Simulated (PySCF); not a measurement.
SMILES [C]#CC (C3H3), doublet at its B3LYP/def2-SVP optimised geometry (Å):

```
6

C     -1.5351    -0.1088     0.0000
C     -0.3201    -0.1088     0.0000
C      1.1416    -0.1088     0.0000
H      1.5350    -0.3263     1.0061
H      1.5351    -0.8713    -0.6914
H      1.5350     0.8713    -0.3147
```

Calculation: PySCF with unrestricted B3LYP/def2-TZVP. Cells within 0.4 Å of a nucleus heavier than hydrogen are left out (blank, or x).

Map of the log10 of the electron density (e/bohr³), floored at −4 on the plane z = 0.0 Å:

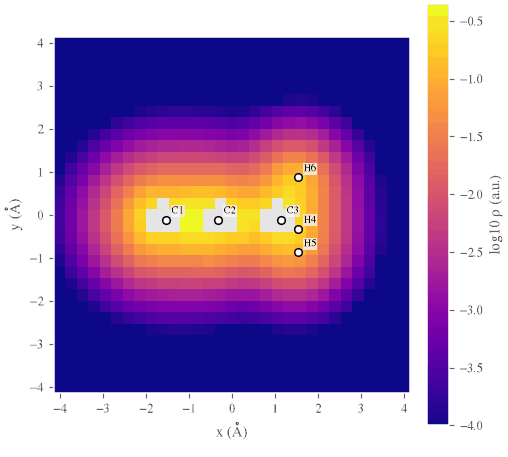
*Log10 of the electron density (e/bohr³), floored at −4 on the plane z = 0.0 Å.*
